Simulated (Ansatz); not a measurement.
```yaml
atoms:
  - { symbol: O, position_ang: [-0.0374, -1.9666, -1.9580] }
  - { symbol: P, position_ang: [-0.4481, 1.1649, -0.8049] }
  - { symbol: Si, position_ang: [-1.0490, -1.1216, -1.0450] }
  - { symbol: H, position_ang: [-2.5158, -1.0613, -1.4902] }
  - { symbol: H, position_ang: [-1.1636, -1.4892, 0.4432] }
  - { symbol: H, position_ang: [-1.7120, 1.5835, -0.2349] }
  - { symbol: H, position_ang: [-0.8508, 1.5566, -2.1345] }
```

Geometry: BLYP-D3(BJ)/def2-SVPD.

Method: isolated molecule in a Gaussian basis; Kohn-Sham density functional theory, functional PBE0 in Ansatz.

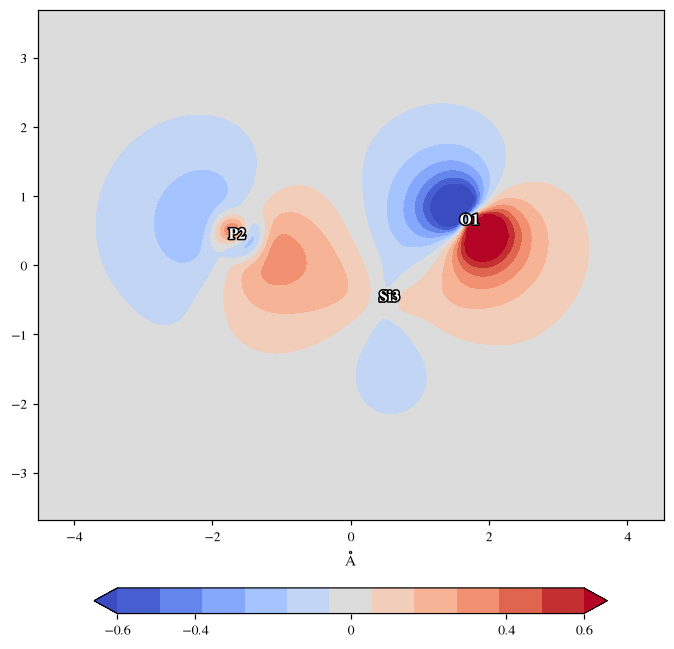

H₄OPSi (SMILES [O-][SiH2]P) (charge −1). The HOMO on the plane of atoms O1, Si3 and P2 (values in Å⁻³ᐟ²; the overall sign is arbitrary).

> Describe this orbital and give its energy.

It lies mainly on O1 (about 55 %), P2 (about 25 %) and Si3 (about 15 %). Its energy is −1.64 eV.
